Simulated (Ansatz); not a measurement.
## Electronic structure of C₃H₁₂Si₂ (SMILES CC[SiH2]C[SiH3]) in real space

```tsv
atom	x (Å)	y (Å)	z (Å)
C	-0.9397	0.1508	-2.4073
C	0.4641	0.3496	-1.8076
C	-0.4683	0.0957	1.2031
Si	0.7377	-0.4992	-0.1336
Si	-0.3834	1.9290	1.6476
H	-1.0283	0.6349	-3.3874
H	-1.7179	0.5776	-1.7633
H	-1.1720	-0.9122	-2.5441
H	1.2233	-0.0373	-2.5016
H	0.6770	1.4222	-1.7018
H	0.5807	-1.9749	-0.3040
H	2.1351	-0.2497	0.3267
H	-0.2789	-0.4875	2.1149
H	-1.4942	-0.1449	0.8925
H	-0.7227	2.7777	0.4711
H	-1.3392	2.2649	2.7403
H	0.9858	2.2987	2.1010
```

Geometry: B3LYP/6-31G*.

Method: Ansatz, isolated molecule in a Gaussian basis; Kohn-Sham density functional theory, functional PBE0.

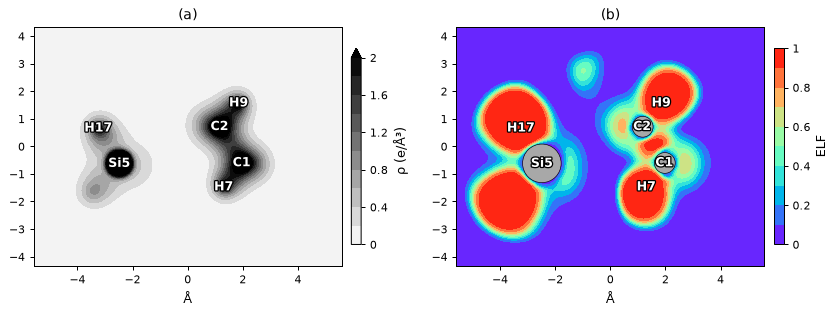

Figure 1. (a) total electron density; (b) electron localisation function on the plane of atoms C1, C2 and H9. Grey discs cover the atomic cores in the ELF map.

**What does the map show?**

- Atoms in the plane: C, Si and H.
- C–C (1.54 Å): ρ at the midpoint is about 1.6 e/Å³; the ELF peaks at about 0.95 between the atoms (a shared electron pair).
- C–H (1.10 Å): the density is about 1.9 e/Å³ at the midpoint; the ELF climbs to about 1 towards the hydrogen, as it does in any bond to H (a covalent bond by its length).
- Si–H (1.49 Å): ρ is about 0.75 e/Å³ halfway; the ELF climbs to about 1 towards the hydrogen.

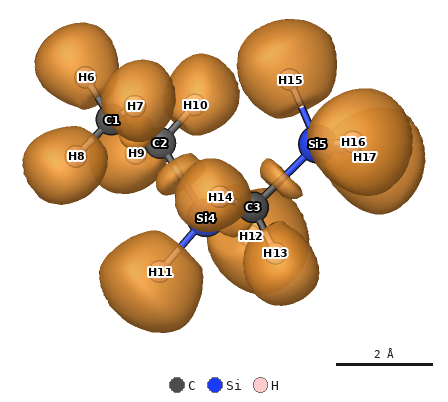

Figure 2. Isosurface of the electron localisation function at 0.85 (orange), seen at an oblique angle. Only the valence region is drawn (cores and ρ < 0.01 e/Å³ removed).

**Where are the electrons localised?**

At this value the surface marks out one region between bonded C–C atoms (shared pairs), three regions between bonded C–Si atoms (shared pairs) and twelve regions around hydrogen nuclei. Profiles from the grid: C–Si (1.89 Å): the ELF peaks at about 0.95 between the atoms, as expected for a shared electron pair.

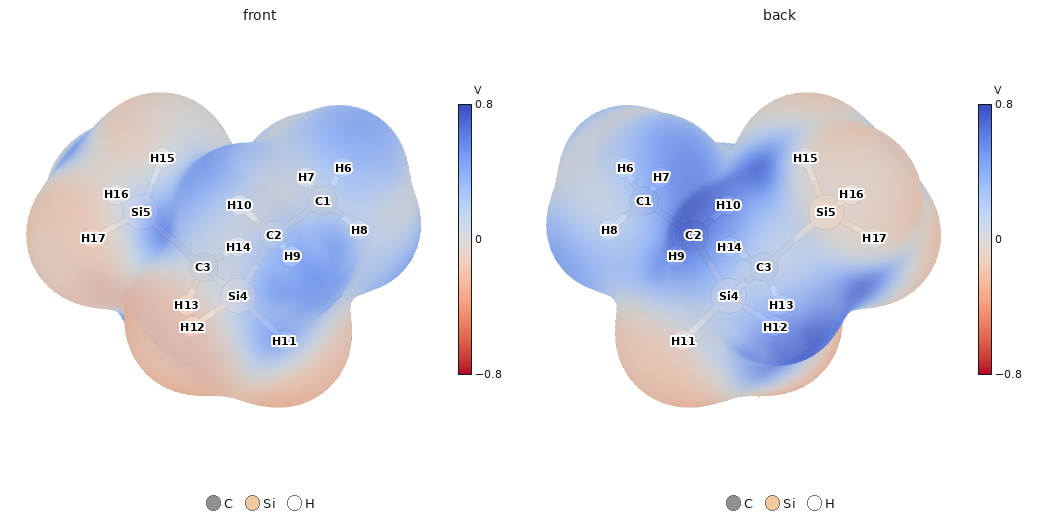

Figure 3. The electrostatic potential painted on the density surface at 0.001 e/bohr³, seen from the front and from behind; red is negative and blue positive.

**Which sites attract a positive test charge, and which a negative one?**

A positive charge is drawn to the negative regions and a negative charge to the positive ones. The most negative region (about −0.2 V) lies over H11, H12 and H17, the most positive (about +0.7 V, or +16 kcal/mol for a unit charge) over H13 and H14.

**What dipole moment does the calculation give?**

Its dipole moment is 0.74 D.

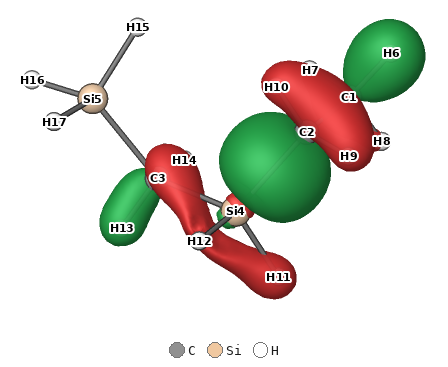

Figure 4. The HOMO at ±0.15 Å⁻³ᐟ² (green and red are the two phases), seen at a tilt.

**Describe this orbital and give its energy.**

Its weight (Hirshfeld) is mainly on C2 (about 30 %), Si4 (about 20 %), C1 (about 10 %), C3 (about 5 %) and H6 (about 5 %). Its energy is −8.36 eV.
